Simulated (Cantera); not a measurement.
Input: 1 mol TEOS, 0.19 mol N2O, 42 mol H2, at 0.0825 Torr.

Method: chemical equilibrium by Gibbs-energy minimisation in Cantera with the NASA 1993 tables (ideal gas, pure condensed phases). Candidate condensed phases: C, C6H6, C7H8, C8H18, H2O, Si, SiC, SiO2, Si2N2O, Si3N4; 151 gas species. The feed counts by its element totals alone. Rates play no part.

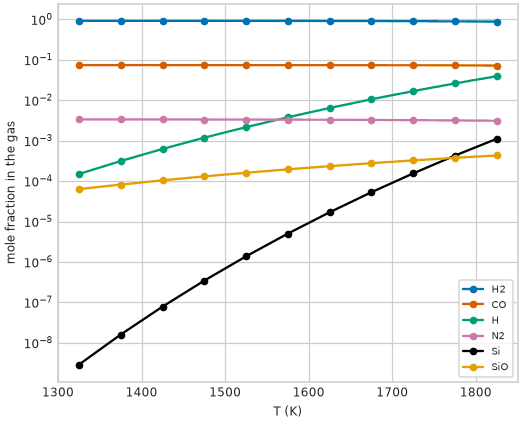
*Equilibrium gas composition (values under 1e-9 drawn at 1e-9)*

Q: Read off the mole fractions at 1425 K.

A: H2 about 0.92, CO about 0.074, N2 about 0.0034, H about 0.00062, SiO about 0.00010, Si about 7.8e-8.
